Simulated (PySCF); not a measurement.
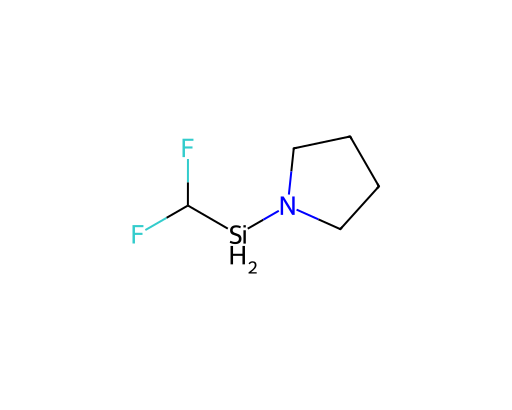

Figure made from data computed with PySCF.

### Write the SMILES.

FC(F)[SiH2]N1CCCC1

### What is the molecular formula?

C5H11F2NSi.

### An optimisation with PBE0-D3(BJ)/def2-SVP gave a structure of which point group?

C1. Other conformers may differ.
